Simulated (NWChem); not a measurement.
# A workflow on MgNH3 (SMILES [NH2][MgH]), part 2 of 2

NWChem 7.3.0. Earlier steps stand in the parts before.

## 3. Vibrational wavenumbers at S12h/3-21G (run 2)

h3mgn.nw reads:

```
start h3mgn
title "H3MgN"
memory stack 880 mb heap 220 mb global 1100 mb

geometry units angstroms
N      0.011221    -0.009129    -1.146978
Mg     0.011885     0.035399     0.735203
H      0.832870    -0.009524    -1.750110
H     -0.810832    -0.037346    -1.748889
H      0.012447     0.076223     2.461206
end

basis
* library 3-21G
end

dft
xc s12h
grid medium
convergence energy 1e-07
print low
end

task dft frequencies
```

Run with:

```console
$ nwchem h3mgn.nw > h3mgn.out
```

Log, shortened:

```text
[...]
 Group name             C2v
[...]
 d= 0,ls=0.0,diis     1   -255.0759974373 -2.96D+02  4.02D-02  4.64D-01     0.3
[...]
 d= 0,ls=0.0,diis     7   -255.1384371504 -2.02D-08  3.37D-06  2.09D-09     1.2
         Total DFT energy =     -255.138437150428
      One electron energy =     -436.117188746673
           Coulomb energy =      164.463288637858
    Exchange-Corr. energy =      -24.486836724623
 Nuclear repulsion energy =       41.003081459079
    Dispersion correction =       -0.000781776070
[...]
 Normal Eigenvalue ||           Projected Infra Red Intensities
  Mode   [cm**-1]  || [atomic units] [(debye/angs)**2] [(KM/mol)] [arbitrary]
 ------ ---------- || -------------- ----------------- ---------- -----------
    1       -0.000 ||    0.000000           0.000         0.000       0.000
    2       -0.000 ||    0.000288           0.007         0.280       0.045
    3       -0.000 ||    0.001036           0.024         1.009       0.163
    4       -0.000 ||    0.001710           0.039         1.667       0.269
    5        0.000 ||    0.001222           0.028         1.191       0.192
    6        0.000 ||    0.001721           0.040         1.678       0.270
    7      288.533 ||    0.199722           4.608       194.699      31.372
    8      304.661 ||    0.168289           3.883       164.057      26.434
    9      559.464 ||    0.238665           5.506       232.663      37.489
   10      609.440 ||    0.179187           4.134       174.680      28.146
   11      726.039 ||    0.024075           0.555        23.470       3.782
   12     1616.721 ||    0.104924           2.421       102.285      16.481
   13     1663.822 ||    0.033815           0.780        32.965       5.312
   14     3494.775 ||    0.000132           0.003         0.128       0.021
[...]
```

Wall time 11 s (1 thread of Intel Xeon Platinum 8488C (Sapphire Rapids), shared host); peak memory 0.12 GiB.

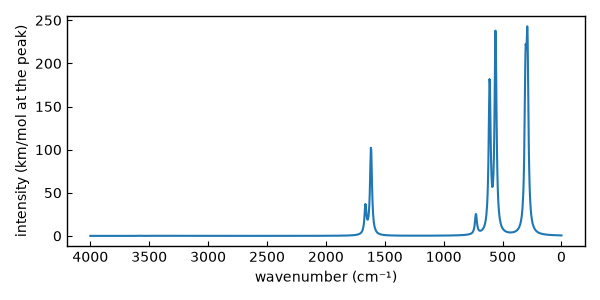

Harmonic infrared spectrum, unscaled, lines broadened by 10 cm⁻¹.

## 4. The excited states at TDA-S12h/3-21G (run 3)

h3mgn.nw reads:

```
start h3mgn
memory total 2200 mb
charge 0

geometry noautosym
  N     0.011221   -0.009129   -1.146978
  Mg    0.011885    0.035399    0.735203
  H     0.832870   -0.009524   -1.750110
  H    -0.810832   -0.037346   -1.748889
  H     0.012447    0.076223    2.461206
end

basis "ao basis"
  * library 3-21G
end

dft
  xc s12h
  grid medium
  convergence energy 1e-07
  noprint "final vectors analysis"
end

tddft
  cis
  nroots 5
  notriplet
end

task tddft
```

Run with:

```console
$ nwchem h3mgn.nw > h3mgn.out
```

Log, shortened:

```text
[...]
          Wavefunction type:  closed shell.
          No. of atoms     :     5
          No. of electrons :    22
[...]
          Charge           :     0
          Spin multiplicity:     1
[...]
          AO basis - number of functions:    28
[...]
              XC Information
              --------------
                         S12h Method XC Functional
                     Hartree-Fock (Exact) Exchange  0.250
                        Slater Exchange Functional  0.769 local
                S12h(GGA-part) Exchange Functional  0.750 non-local
            Perdew 1991 LDA Correlation Functional  1.000 local
           PerdewBurkeErnz. Correlation Functional  1.000 non-local
[...]
 d= 0,ls=0.0,diis     1   -255.0759916518 -2.96D+02  4.02D-02  4.64D-01     0.2
[...]
 d= 0,ls=0.0,diis     7   -255.1384388985 -1.97D-08  3.35D-06  2.06D-09     0.8
         Total DFT energy =     -255.138438898511
      One electron energy =     -436.116990314470
           Coulomb energy =      164.463063394582
    Exchange-Corr. energy =      -24.486811650548
 Nuclear repulsion energy =       41.003081447995
    Dispersion correction =       -0.000781776071
[...]
  Root   1 singlet a              0.153452116 a.u.                4.1756 eV
[...]
     Dipole Oscillator Strength                    0.0821243074
[...]
     Total Oscillator Strength                     0.0821244341
[...]
  Root   2 singlet a              0.154607234 a.u.                4.2071 eV
[...]
  Root   3 singlet a              0.209216969 a.u.                5.6931 eV
[...]
  Root   4 singlet a              0.228162576 a.u.                6.2086 eV
[...]
     Dipole Oscillator Strength                    0.1579221141
[...]
     Total Oscillator Strength                     0.1579262728
[...]
  Root   5 singlet a              0.248671691 a.u.                6.7667 eV
[...]
     Dipole Oscillator Strength                    0.1805806670
[...]
     Total Oscillator Strength                     0.1805852526
[...]
```

Wall time 6.9 s (1 thread of Intel Xeon Platinum 8488C (Sapphire Rapids), shared host); peak memory 0.12 GiB.

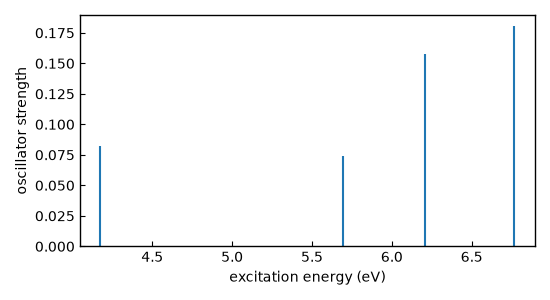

Vertical excitations as sticks.

The roots found:

```tsv
excited state	energy (eV)	strength	label
1	4.176	0.0821	singlet a
2	4.207	0.0000	singlet a
3	5.693	0.0742	singlet a
4	6.209	0.1579	singlet a
5	6.767	0.1806	singlet a
```

## 5. What came out

The summary covers parts 1 to 2.

```
                                                                      quantity             value
                                    run 1, S12h/3-21G: total energy at the end     -255.13844 Eh
                                          run 1, S12h/3-21G: dispersion energy      -2.05 kJ/mol
                                 run 2, S12h/3-21G: lowest harmonic wavenumber          289 cm⁻¹
                                run 2, S12h/3-21G: highest harmonic wavenumber         3583 cm⁻¹
                                          run 2, S12h/3-21G: zero-point energy       76.8 kJ/mol
  run 2, S12h/3-21G: ideal-gas entropy at 298.15 K (symmetry number 2 as used)  59.2 cal/(mol K)
                      run 3, TDA-S12h/3-21G: ground-state or mean-field energy     -255.13844 Eh
run 3, TDA-S12h/3-21G: dipole moment (of the density that the program reports)            1.75 D
                                      run 3, TDA-S12h/3-21G: dispersion energy      -2.05 kJ/mol
                       run 3, TDA-S12h/3-21G: lowest singlet excitation energy           4.18 eV
```

In words: The optimisation (run 1, S12h/3-21G) took 13 steps and changed the energy by -0.231 eV. All 9 modes (run 2, S12h/3-21G) are real, so the shape is a minimum at this level. The brightest of the 5 transitions from the ground state lies at 6.77 eV (183 nm, f = 0.181); the lowest, at 4.18 eV, has f = 0.082.
